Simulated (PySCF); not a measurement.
## A study: C$_{3}$H$_{9}$ISi, SMILES `C[Si](C)(C)I`

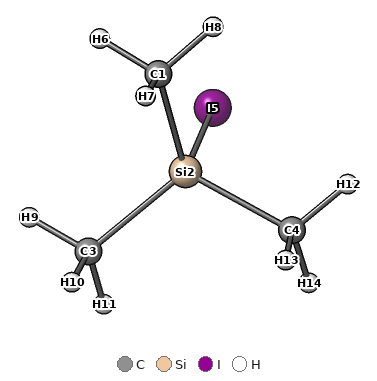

The molecule, with its atoms numbered as below. No frequency check shows the geometry to be a minimum.

Coordinates in Å:

```
C1       1.7823   -0.3243    1.7899
Si2      1.2448    0.0000    0.0000
C3       1.7823   -1.3880   -1.1758
C4       1.7824    1.7122   -0.6141
I5      -1.2555    0.0000    0.0000
H6       1.4064   -1.2795    2.1456
H7       2.8646   -0.3386    1.8803
H8       1.4068    0.4452    2.4578
H9       1.4061   -2.3516   -0.8436
H10      2.8646   -1.4591   -1.2334
H11      1.4064   -1.2184   -2.1809
H12      1.4065    2.4979    0.0353
H13      2.8646    1.7976   -0.6469
H14      1.4062    1.9063   -1.6147
```

Part 1: Bonding charge

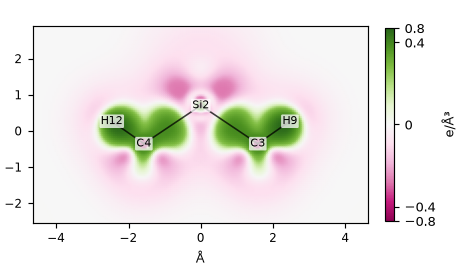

Deformation density (molecule less spherical, spin-averaged free atoms) in the plane of Si2, C3, C4, H9 and H12; colour scale in e/Å³, logarithmic beyond ±0.1; green: gain, pink: loss.

Method: B3LYP/def2-SVPD; geometry: GFN2-xTB; program: PySCF. Core potentials replace the inner electrons of I; spin–orbit coupling isn't included.

Q: How much density has each bond in this plane gained at its critical point, relative to the free atoms?

A: C4–H12 and C3–H9: +0.65 e/Å³ at the bond critical point (bond length 1.09 Å). Si2–C4 and Si2–C3: +0.16 e/Å³ at the bond critical point (bond length 1.90 Å). In all, 3.0 electrons gather in the regions of gain relative to the promolecule.

Q: Where do the Hirshfeld charges lie?

A: The highest Hirshfeld charge is on Si2 (+0.40 e), the lowest on C1, C3 and C4 (−0.20 e).

| atom | charge (e) |
| --- | --- |
| C1 | −0.20 |
| Si2 | +0.40 |
| C3 | −0.20 |
| C4 | −0.20 |
| I5 | −0.16 |
| H6 | +0.04 |
| H7 | +0.04 |
| H8 | +0.04 |
| H9 | +0.04 |
| H10 | +0.04 |
| H11 | +0.04 |
| H12 | +0.04 |
| H13 | +0.04 |
| H14 | +0.04 |

Part 2: Bond critical points

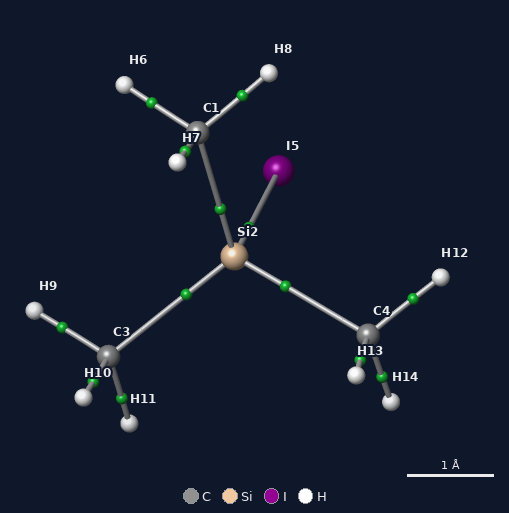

Molecular graph of the electron density (QTAIM): bond paths, bond critical points (green), ring points (magenta, if any); weak paths are dashed.

Q: How many critical points of each kind are there, and does the count close?

A: 14 nuclei, 13 bond, 0 ring and 0 cage critical points: 14 − 13 + 0 − 0 = 1, as the Poincaré–Hopf relation requires.

Q: Give the properties at the bond critical points.

A:
```
            bond  length (Å)  ρ (a.u.)  ∇²ρ (a.u.)     ε  H (a.u.)
 C1–H8 (6 alike)       1.086     0.274       −0.99  0.02    −0.295
 C1–H7 (3 alike)       1.086     0.273       −0.97  0.03    −0.293
C1–Si2 (3 alike)       1.897     0.114       +0.30  0.01    −0.060
          Si2–I5       2.500     0.072        0.00  0.00    −0.042
```

Q: What kind of interaction is Si2–I5?

A: Shared-shell (covalent): ρ = 0.072, ∇²ρ = 0.00, H = −0.042 a.u.

Part 3: Electrostatic potential

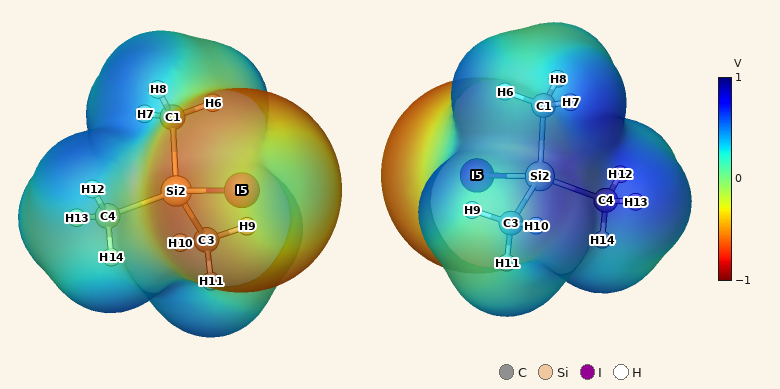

Electrostatic potential on the surface of electron density 0.001 a.u. (back view left, front view right).

Q: Where are the extremes of the potential on the surface?

A: Highest: 1.00 V, about equally far (1.9 Å) from H10 and H13. Further maxima include 0.55 V, 1.3 Å from H11, and at like points elsewhere. Lowest: −0.59 V, 2.5 Å from I5, and at like points elsewhere. The surface is sampled at points, so like sites can differ by a few per cent and only the strongest of them is named.

Q: What volume does the surface enclose, and what is the dipole moment?

A: About 172 Å³; the dipole moment is 2.7 D.

Part 4: In an electric field

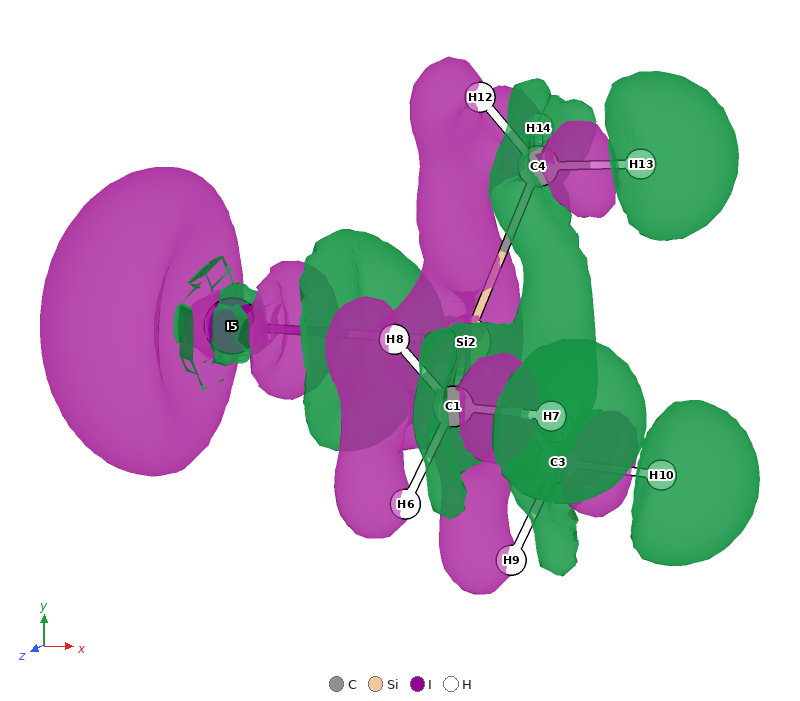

Change of the electron density in a uniform field of 0.21 V/Å, surfaces at ±0.0015 e/Å³ (green: gain, purple: loss).

The field was applied in both directions; the picture shows the one opposite to the script's first.

Q: Along which Cartesian direction does the field point?

A: Along −x: electrons gather on the +x side, against the field.

Q: What dipole is induced, and what polarisability does it imply?

A: The induced dipole is 1.17 D (along the field); α along this axis, from the fields in both directions, is 115 bohr³ (17.1 Å³).

The PySCF runs shown took 49 s and 99 s on 1 thread of Arm Neoverse V2, with other jobs on the host.
